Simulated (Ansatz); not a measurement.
## A computed series for SrTiO3: pressure series

The parent structure is SrTiO3 in the cubic perovskite structure (space group Pm-3m, No. 221; a = 3.936 Å).

Cell and atoms are relaxed at each pressure.

Calculations: DFT with PBE, PAW potentials and a 420 eV plane-wave cutoff in Ansatz (a quantum-chemistry and plane-wave program), no SOC, earlier PAW set.

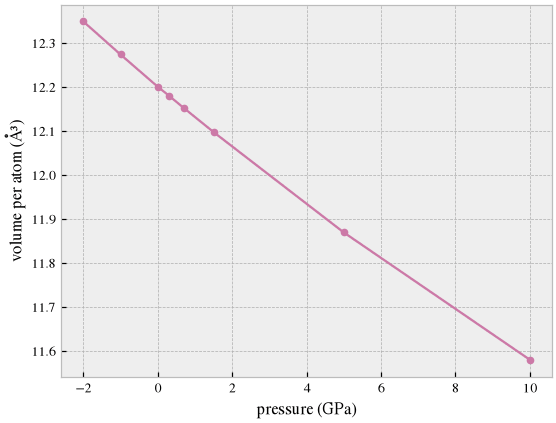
Fig. 1. Volume per atom against pressure

Problem. From the plot, what is the volume per atom for pressure 1.5 GPa?

Solution. About 12.10 Å³.

Problem. Is the trend monotonic over the range shown?

Solution. Yes, it falls throughout, spanning 11.58 Å³ to 12.35 Å³.

Load acts through the strain it causes; cell and atoms are relaxed under it. Stability against distortions was not tested. Competing high-pressure phases were not computed. The final runs are not spin-polarised. Many cubic perovskites are stable only at high temperature; tilts and polar distortions were not tested.
